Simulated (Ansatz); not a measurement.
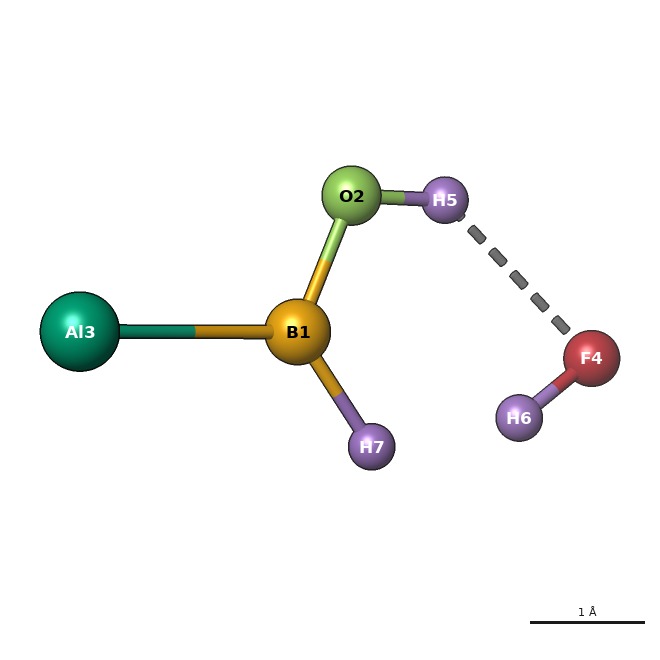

Broken lines mark hydrogen bonds. Computed geometry: PBE0-D4/def2-TZVP optimisation. No frequency run is at hand to confirm it as a minimum.

Give donor, acceptor, H···A distance and D–H···A angle of each hydrogen bond.

```json
{"D–H···A": "O2–H5···F4", "D–H (Å)": "0.97", "H···A (Å)": "2.01", "angle (°)": "139", "kind": "intermolecular"}
```
